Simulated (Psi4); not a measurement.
# [BH4]− (SMILES [BH4-]) at OMP3/6-311+G(d,p) (sfX2C, density fitting, density fitting for correlation)

Aim: the energy change on altering one bond length of [BH4]− at OMP3/6-311+G** (sfX2C, density fitting, density fitting for correlation), from 2 runs. 

The calculation is run with Psi4 1.11.

6 further runs of the same task are left out: 1 that didn't finish, 5 set aside as unsound or not needed.

**1. The molecule**

The species is [BH4]− (5 atoms), meant as a singlet with charge -1. As SMILES, `[BH4-]`. Geometry: relaxed at GFN2-xTB.

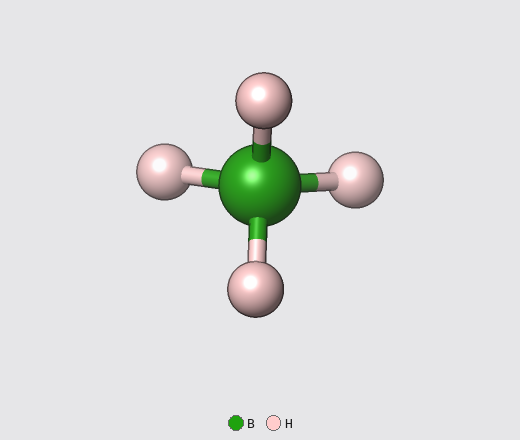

The structure, seen from a chosen angle (boron green, hydrogen pink).

**2. The energy at OMP3/6-311+G(d,p) (sfX2C, density fitting, density fitting for correlation)**

Input file bh4.in:

```
memory 1600 MB

molecule molecule1 {
  -1 1
  B      0.000100     0.000170    -0.000110
  H      0.683660     0.997010     0.217690
  H      0.726340    -0.988490    -0.067070
  H     -0.600410     0.139700    -1.063360
  H     -0.809690    -0.148380     0.912850
  symmetry c1
}

set {
  scf_type df
  freeze_core true
  mp_type df
  relativistic x2c
}

E, wfn = energy('omp3/6-311+G**', return_wfn=True)
```

Command:

```bash
$ psi4 bh4.in bh4.out -n 1
```

bh4.out:

```text
[...]
  Running in c1 symmetry.
[...]
  Nuclear repulsion =   10.195336356447260
[...]
  Multiplicity = 1
[...]
  Nalpha       = 5
  Nbeta        = 5
[...]
    Number of basis functions: 46
[...]
    WARNING: The X2C and Dirac Hamiltonians have substatially different eigenvalues!
             This is probably caused by the recontraction of the basis set.
[...]
   @DF-RHF iter   1:   -26.89764604146674   -6.10185e-01   7.54452e-03 ADIIS/DIIS
[...]
   @DF-RHF iter   8:   -26.98992412849469   -1.35074e-11   6.09593e-09 DIIS
[...]
    Orbital Energies [Eh]
    ---------------------
    Doubly Occupied:
       1A     -7.288397     2A     -0.452728     3A     -0.190507
       4A     -0.190394     5A     -0.190212
[...]
  @DF-RHF Final Energy:   -26.98992412849469
   => Energetics <=
    Nuclear Repulsion Energy =             10.1953363564472603
    One-Electron Energy =                 -57.7460445481247007
    Two-Electron Energy =                  20.5607840631827585
    Total Energy =                        -26.9899241284946854
[...]
 Multipole Moments:
 ------------------------------------------------------------------------------------
     Multipole            Electronic (a.u.)      Nuclear  (a.u.)        Total (a.u.)
 ------------------------------------------------------------------------------------
 L = 1.  Multiply by 2.5417464519 to convert [e a0] to [Debye]
 Dipole X            :          0.0016020           -0.0003751            0.0012270
 Dipole Y            :          0.0012445           -0.0006301            0.0006145
 Dipole Z            :         -0.0006550            0.0004126           -0.0002424
 Magnitude           :                                                    0.0013935
[...]
	Warning: cc_lambda option is changed to TRUE
	For this residual convergence, default PCG convergence is:     1.00e-07
[...]
	DF-MP2 Total Energy (a.u.)         :   -27.13356721760838
[...]
	DF-MP3 Total Energy (a.u.)         :   -27.15594047105155
[...]
	successfully set the error vectors...
	successfully set the guess vectors...
[...]
	DF-MP3 Total Energy (a.u.)         :   -27.15676817813837
[...]
	DF-OMP3 Total Energy (a.u.)        :   -27.15676817813605
[...]
```

Run time: 8.7 s. Hardware: 1 thread of AMD EPYC 7B13 (Zen 3), shared host; peak memory 0.2 GiB.

**3. The distorted shape, same level**

Input file calc.inp:

```
memory 1600 mb

molecule {
  -1 1
  B     -0.726130     0.988816     0.066849
  H     -0.042570     1.985656     0.284649
  H      0.726340    -0.988490    -0.067070
  H     -1.326640     1.128346    -0.996401
  H     -1.535920     0.840266     0.979809
  symmetry c1
}

set scf_type df
set freeze_core true
set mp_type df
set relativistic x2c

e_tot = energy('omp3/6-311+G**')
```

Command:

```bash
$ psi4 -n 1 calc.inp calc.out
```

calc.out:

```text
[...]
  Running in c1 symmetry.
[...]
  Nuclear repulsion =    8.840724036524565
[...]
  Multiplicity = 1
[...]
  Nalpha       = 5
  Nbeta        = 5
[...]
    Number of basis functions: 46
[...]
    WARNING: The X2C and Dirac Hamiltonians have substatially different eigenvalues!
             This is probably caused by the recontraction of the basis set.
[...]
   @DF-RHF iter   1:   -26.78913811574446   -7.35533e-01   6.79461e-03 ADIIS/DIIS
[...]
   @DF-RHF iter  10:   -26.90126090465132   -2.59348e-12   2.61154e-09 DIIS
[...]
    Orbital Energies [Eh]
    ---------------------
    Doubly Occupied:
       1A     -7.422806     2A     -0.495676     3A     -0.267711
       4A     -0.267641     5A     -0.093444
[...]
  @DF-RHF Final Energy:   -26.90126090465132
   => Energetics <=
    Nuclear Repulsion Energy =              8.8407240365245645
    One-Electron Energy =                 -54.3894137616441355
    Two-Electron Energy =                  18.6474288204682530
    Total Energy =                        -26.9012609046513198
[...]
 Multipole Moments:
 ------------------------------------------------------------------------------------
     Multipole            Electronic (a.u.)      Nuclear  (a.u.)        Total (a.u.)
 ------------------------------------------------------------------------------------
 L = 1.  Multiply by 2.5417464519 to convert [e a0] to [Debye]
 Dipole X            :         -1.9872200            0.5443724           -1.4428476
 Dipole Y            :          2.7074940           -0.7422166            1.9652774
 Dipole Z            :          0.1827689           -0.0498136            0.1329553
 Magnitude           :                                                    2.4416801
[...]
	Warning: cc_lambda option is changed to TRUE
	For this residual convergence, default PCG convergence is:     1.00e-07
[...]
	DF-MP2 Total Energy (a.u.)         :   -27.03201195117481
[...]
	DF-MP3 Total Energy (a.u.)         :   -27.05567168663107
[...]
	successfully set the error vectors...
	successfully set the guess vectors...
[...]
	DF-MP3 Total Energy (a.u.)         :   -27.05933713305398
[...]
	DF-OMP3 Total Energy (a.u.)        :   -27.05933713280857
[...]
```

Wall time 7.8 s (1 thread of AMD EPYC 7B13 (Zen 3), shared host); peak memory 0.2 GiB.

**4. Outcome**

At OMP3/6-311+G** (sfX2C, density fitting, density fitting for correlation), 1 core orbital frozen:

| quantity | value |
| --- | --- |
| first shape: total energy | -27.15677 Eh |
| first shape: HOMO energy (Hartree–Fock orbitals) | -5.18 eV |
| first shape: LUMO energy (Hartree–Fock orbitals) | 6.06 eV |
| first shape: HOMO–LUMO gap (to an unbound level, set by the basis) | 11.23 eV |
| first shape: correlation energy (1 core orbital frozen) | -166.8 mEh |
| distorted shape: total energy | -27.05934 Eh |
| distorted shape: HOMO energy (Hartree–Fock orbitals) | -2.54 eV |
| distorted shape: LUMO energy (Hartree–Fock orbitals) | 5.29 eV |
| distorted shape: HOMO–LUMO gap (to an unbound level, set by the basis) | 7.83 eV |
| distorted shape: correlation energy (1 core orbital frozen) | -158.1 mEh |
| energy change with the B1–H3 bond stretched from 1.229 to 2.457 Å | 2.651 eV |

In words: With the B1–H3 bond stretched from 1.229 to 2.457 Å the energy rises by 2.65 eV (256 kJ/mol). The first shape isn't relaxed at this level, so the change isn't measured from a minimum.
